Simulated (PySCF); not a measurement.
SMILES C[C](O)CO (C3H7O2), doublet at its PBE0/def2-SVP optimised geometry (Å):

```
12

C      0.0503     1.0199     0.0000
C     -0.4754     0.2885    -1.1798
O     -1.8135     0.4969    -1.3879
C      0.0579    -1.0497    -1.5590
O     -0.2065    -2.0616    -0.6024
H     -0.2774     0.5588     0.9528
H      1.1500     1.0199     0.0000
H     -0.3047     2.0616     0.0000
H     -2.0732     0.0463    -2.2003
H      1.1532    -1.0041    -1.6587
H     -0.3396    -1.3335    -2.5593
H     -1.1500    -2.0314    -0.4083
```

Computed with unrestricted PBE0/def2-TZVP (PySCF).

Map of the HOMO amplitude (α) (bohr^(-3/2)) on the plane z = 1.0 Å; orbital energy -5.09 eV, overall sign arbitrary:

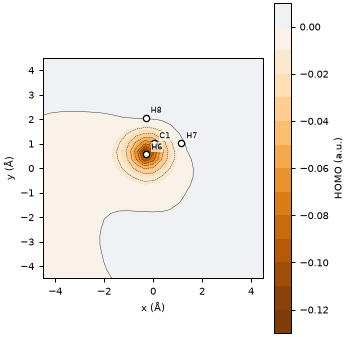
*HOMO amplitude (α) (bohr^(-3/2)) on the plane z = 1.0 Å.*
